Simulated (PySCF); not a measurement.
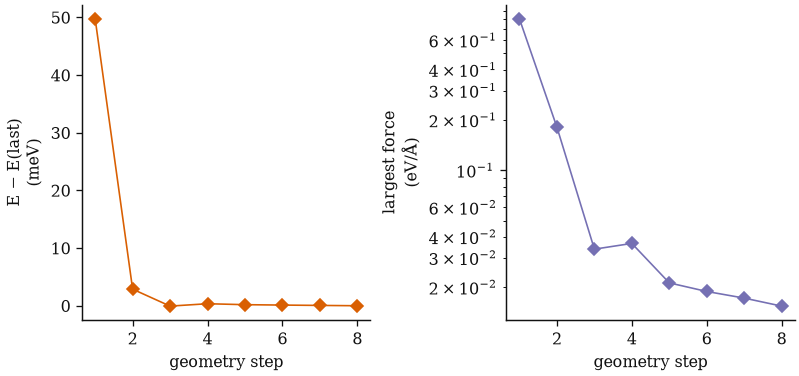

History of a geometry optimisation.

System: Methylgermylbromide (SMILES [CH3][GeH2][Br]).
Method: PySCF 2.14.0, density fitting, PBE0-D3(BJ)/def2-SVP, geometry optimisation.

### How did the optimisation end?

The optimisation met its thresholds at geometry 8, counting the start as the first. The energy fell by about 50 meV from the first step to the last, with a rise at step 4. The largest force goes from about 0.8 eV/Å at the start to 0.015 eV/Å at the end.

### By which step was nine tenths of the energy gained?

By step 2 of 8.
